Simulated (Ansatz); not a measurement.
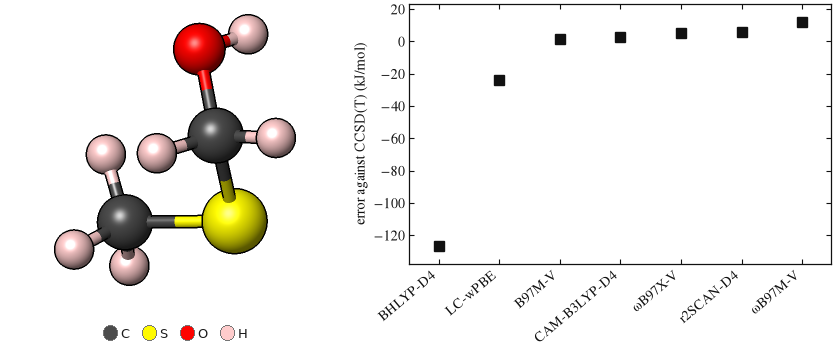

Error in the electronic atomisation energy (method less reference, so positive means overbinding) of C₂H₆OS, SMILES CSCO: functionals in def2-TZVPP against frozen-core CCSD(T) at the limit (MP2 extrapolated from triple and quadruple zeta, plus CCSD(T) less MP2 in a smaller set), which gives 3635.4 kJ/mol, at a PBE0-D4/def2-TZVP geometry (a minimum by its frequencies), no zero-point or spin-orbit term, the Ansatz code 0.2.0. The reference leaves out core correlation, a term that grows with the number of heavy atoms. No dispersion term is added to LC-wPBE.

> Which of these levels overbind, and which underbind?

Overbind: none clearly. Underbind: BHLYP-D4 and LC-wPBE. Within 20 kJ/mol of zero, too close to call in view of what the reference leaves out: B97M-V, CAM-B3LYP-D4, ωB97X-V, r2SCAN-D4 and ωB97M-V.

> Give the values.

```tsv
level	kJ/mol
BHLYP-D4	−126.6
LC-wPBE	−24.1
B97M-V	1.6
CAM-B3LYP-D4	2.7
ωB97X-V	5.0
r2SCAN-D4	5.8
ωB97M-V	12.3
```

Caveats, for all or some of the runs: one conformer of a flexible molecule.
